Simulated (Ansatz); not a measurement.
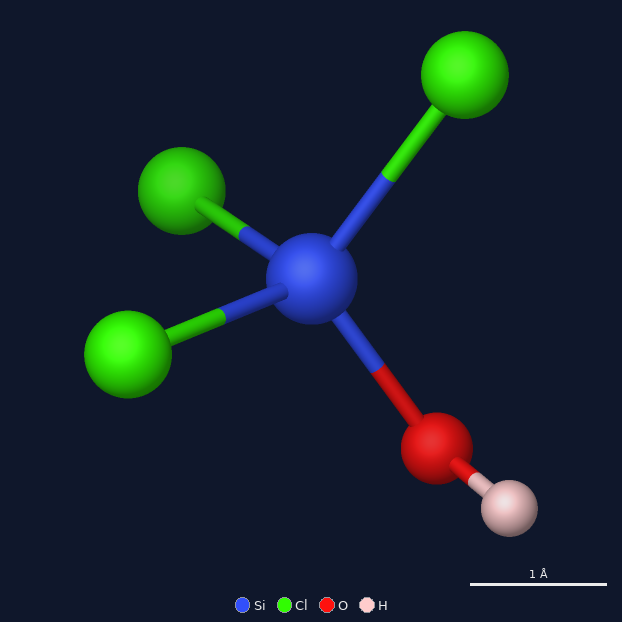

A ball-and-stick model of a molecule. Every bond is drawn as one stick, whatever its order.

The computed structure is the end point of a PBE0-D4/def2-TZVP optimisation.

Count the atoms of each element.

Answer. Cl3HOSi, 6 atoms: 3 chlorine, 1 hydrogen, 1 oxygen and 1 silicon.

Which point group does it belong to?

Answer. Cs.

More results for the same structure follow; atom numbers are the same in all pictures, views and colours differ.

Shape

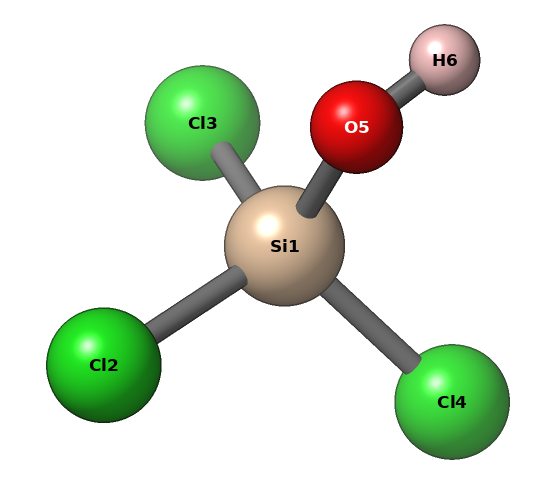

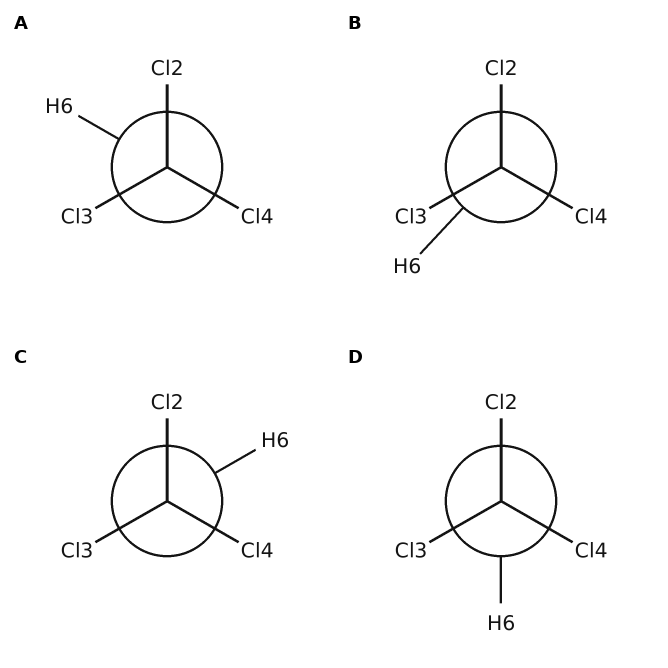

Depth is shown by fading: the farther an atom, the more it takes the colour of the background. Bonds that would overlap in a projection are set slightly apart.

Which Newman projection shows the view along Si1–O5, with Si1 in front?

Answer. D. The torsion angle Cl2–Si1–O5–H6 is 180°, antiperiplanar (anti).

Electronic properties

Level of theory: RKS PBE0-D4/def2-TZVP (Ansatz 0.2.0).

Estimate the dipole moment.

Answer. 1.66 D.

What is the harmonic zero-point energy?

Answer. 51.9 kJ/mol.

Vibrations

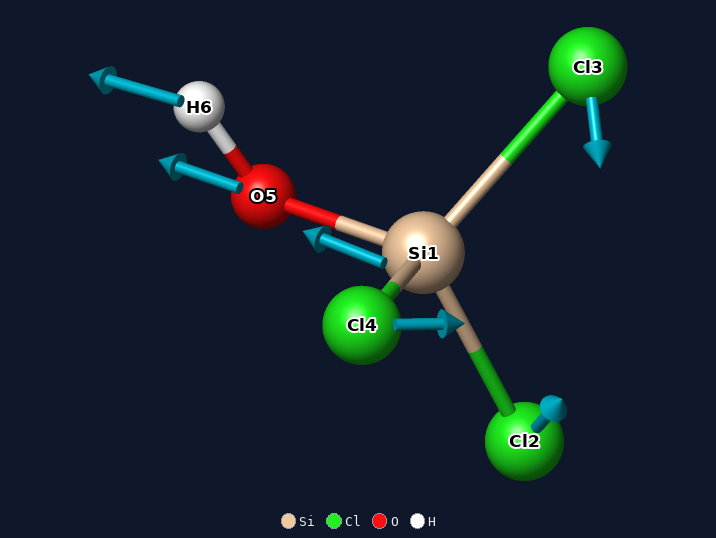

The arrows show one normal mode. Harmonic vibrations computed with RKS PBE0-D4/def2-TZVP (Ansatz 0.2.0) at a stationary point of the same level.

Describe the motion.

Answer. Mostly angle bending.

At what wavenumber does it lie?

Answer. 235 cm⁻¹; it is mode 4 of 12 counted from the lowest.

Charges

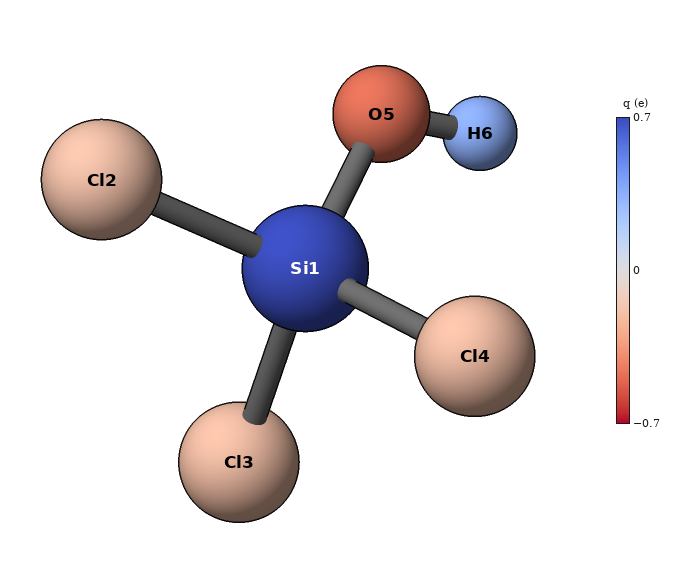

Atoms are coloured by their Mulliken charges. Method: RKS PBE0-D4/def2-TZVP (Ansatz 0.2.0).

Which atom carries the highest charge (most positive or least negative)?

Answer. Si1 (0.69 e).

And the lowest?

Answer. O5 (−0.47 e).

Give the Mulliken charges atom by atom.

```
atom  value (e)
 Si1       0.69
 Cl2      −0.18
 Cl3      −0.19
 Cl4      −0.19
  O5      −0.47
  H6       0.34
```

Mulliken values depend strongly on the basis set and can even reverse the polarity of a bond.
